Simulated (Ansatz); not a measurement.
**ZrO (SMILES [O][Zr]): levels of theory compared**

Wanted: a comparison of 3 runs (HF/3-21G, PBE0/def2-SVP, SVWN5/def2-SVPD) of ZrO. 

The calculation is run with Ansatz 0.2.0.

6 further runs of the same task are left out: 6 set aside as unsound or not needed.

## (1) The system as given

ZrO: 2 atoms, total charge 0, spin state singlet. As SMILES, `[O][Zr]`. The bond length is the measured one.

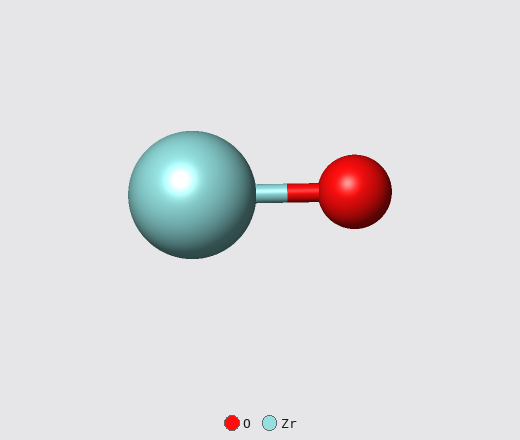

The structure, seen from a chosen angle (oxygen red, zirconium light teal).

## (2) Energy and forces at HF/3-21G (run 1)

Input file job.yaml:

```yaml
crystal:
  periodic: [false, false, false]
  atoms:
    - {symbol: O, position_ang: [0.000000, 0.000000, 0.000000]}
    - {symbol: Zr, position_ang: [0.000000, 0.000000, 1.711600]}
basis:
  gaussian: {orbitals: 3-21G-spherical.json}
hamiltonian: {xc: hf}
accuracy: high
output: {forces: true, orbitals: {seedname: orbitals}}
```

The basis set 3-21G is read from a file made from the Basis Set Exchange's data (not shown).

The run is started by

```bash
$ ansatz run job.yaml --threads 1 --pin off --max-ram 2610MiB --events-out events.jsonl --progress --plain --runs-dir runs
```

The program printed:

```text
Warning: RAYON_NUM_THREADS=1 ignored (pool sized by the plan → 1); use --threads N
Functional definition: HF
  name "HF"
  exchange = exact_x
  correlation = 0
871 factors; integrals over basis functions are off by at most 5.0e-9 eV
mean field evaluation 1: about -97856.1861 eV, gradient 5.8e1 eV
mean field evaluation 2: about -97856.2881 eV, gradient 5.8e1 eV
mean field evaluation 4: about -97864.5946 eV, gradient 3.7e0 eV
mean field evaluation 8: about -97864.6741 eV, gradient 4.8e-1 eV
mean field evaluation 16: about -97864.6768 eV, gradient 1.5e-6 eV
mean field evaluation 32: about -97864.6287 eV, gradient 1.4e0 eV
mean field evaluation 64: about -97863.4268 eV, gradient 3.0e-1 eV
mean field -97864.67678788 eV, -3596.4605368940 hartree, gradient 3.5e-8 eV, S^2 0.000000; 0 other end points of the search recorded, 0 dependent functions left out
the calculation of the forces begins
reference -97864.67678788 eV, -3596.4605368940 hartree; 24, 24 occupied and 21, 21 virtual orbitals, 871 factors
Total energy: -97864.67678788 eV, -3596.4605368940 hartree
Atom 0 at     0.000000     0.000000     0.000000 Å, force    -0.000000     0.000000     0.120042 eV/Å
Atom 1 at     0.000000     0.000000     1.711600 Å, force     0.000000    -0.000000    -0.120042 eV/Å
Dipole moment:    -0.000000     0.000000     0.415021 e Å
```

It took 2.4 s on 1 thread of Intel Xeon Platinum 8375C at 2.90GHz (Ice Lake), shared host; peak memory 0.18 GiB.

## (3) Energy and gradient at PBE0/def2-SVP (core potential) (run 2)

Input file run.yaml:

```yaml
crystal:
  periodic: [false, false, false]
  atoms:
    - {symbol: O, position_ang: [0.000000, 0.000000, 0.000000]}
    - {symbol: Zr, position_ang: [0.000000, 0.000000, 1.711600]}
basis:
  gaussian:
    orbitals: def2-SVP
hamiltonian:
  xc: pbe0
accuracy: high
output: {forces: true, orbitals: {seedname: orbitals}}
```

The run is started by

```bash
$ ansatz run run.yaml --threads 1 --pin off --max-ram 2610MiB --events-out events.jsonl --progress --plain --runs-dir runs
```

The program printed, shortened:

```text
Warning: RAYON_NUM_THREADS=1 ignored (pool sized by the plan → 1); use --threads N
Functional definition: PBE0
  name "PBE0"
[...]
859 factors; integrals over basis functions are off by at most 3.1e-9 eV
[...]
mean field -3321.80376882 eV, -122.0740369045 hartree, gradient 2.1e-8 eV, S^2 0.000000; 0 other end points of the search recorded, 0 dependent functions left out
[...]
reference -3321.80377087 eV, -122.0740369799 hartree; 10, 10 occupied and 35, 35 virtual orbitals, 859 factors
Total energy: -3321.80377087 eV, -122.0740369799 hartree
Atom 0 at     0.000000     0.000000     0.000000 Å, force    -0.000000     0.000000     0.313874 eV/Å
Atom 1 at     0.000000     0.000000     1.711600 Å, force     0.000000    -0.000000    -0.313874 eV/Å
Dipole moment:    -0.000000     0.000000     0.543881 e Å
```

It took 3.3 s on 1 thread of Intel Xeon Platinum 8375C at 2.90GHz (Ice Lake), shared host; peak memory 0.18 GiB.

## (4) Energy and forces at SVWN5/def2-SVPD (core potential) (run 3)

Input file job.yaml:

```yaml
basis:
  gaussian: {orbitals: def2-SVPD}
crystal:
  periodic: [false, false, false]
  atoms:
    - {symbol: O, position_ang: [0.000000, 0.000000, 0.000000]}
    - {symbol: Zr, position_ang: [0.000000, 0.000000, 1.711600]}
hamiltonian: {xc: {name: SVWN5}}
accuracy: high
output: {forces: true, orbitals: {seedname: orbitals}}
```

The run is started by

```bash
$ ansatz run job.yaml --threads 1 --pin off --max-ram 2610MiB --events-out events.jsonl --progress --plain --runs-dir runs
```

The program printed, shortened:

```text
Warning: RAYON_NUM_THREADS=1 ignored (pool sized by the plan → 1); use --threads N
Functional definition: SVWN5
  name "SVWN5"
[...]
1013 factors; integrals over basis functions are off by at most 3.5e-9 eV
[...]
mean field -3307.44565229 eV, -121.5463858545 hartree, gradient 5.2e-8 eV, S^2 0.000000; 4 other end points of the search recorded, 0 dependent functions left out
[...]
reference -3307.44565494 eV, -121.5463859518 hartree; 10, 10 occupied and 47, 47 virtual orbitals, 1013 factors
Total energy: -3307.44565494 eV, -121.5463859518 hartree
Atom 0 at     0.000000     0.000000     0.000000 Å, force    -0.000000     0.000000    -0.206624 eV/Å
Atom 1 at     0.000000     0.000000     1.711600 Å, force     0.000000    -0.000000     0.206624 eV/Å
Dipole moment:     0.000000     0.000000     0.523310 e Å
```

Run time: 3.3 s. Hardware: 1 thread of Intel Xeon Platinum 8375C at 2.90GHz (Ice Lake), shared host; peak memory 0.18 GiB.

## (5) All runs side by side

```tsv
run	level	core potential	energy (Eh)	dipole moment (D)	HOMO energy (eV)	LUMO energy (eV)	wall time
1	HF/3-21G	none	-3596.460537	1.99	-6.42	0.47	2.4 s
2	PBE0/def2-SVP (core potential)	def2-SVP	-122.074037	2.61	-5.28	-3.15	3.3 s
3	SVWN5/def2-SVPD (core potential)	def2-SVPD	-121.546386	2.51	-4.76	-4.47	3.3 s
```

## (6) Outcome

```
                       quantity          value
            run 3: total energy  -121.54639 Eh
           run 3: dipole moment         2.51 D
             run 3: HOMO energy       -4.76 eV
             run 3: LUMO energy       -4.47 eV
           run 3: HOMO–LUMO gap        0.29 eV
run 3: largest force on an atom     0.207 eV/Å
```

What this shows: The dipole moment (its size) runs from 1.99 D (HF/3-21G) to 2.61 D (PBE0/def2-SVP). The two ends differ in method and basis and core potential. The HOMO–LUMO gap runs from 0.29 eV (SVWN5/def2-SVPD) to 6.89 eV (HF/3-21G). Totals of different functionals can't be ranked against each other. Some runs of one species differ in core potentials or relativity; totals across that change don't compare. In run 1 relativity is left out where basis or elements ask for it. All runs together took 9 s, the longest 3.3 s.
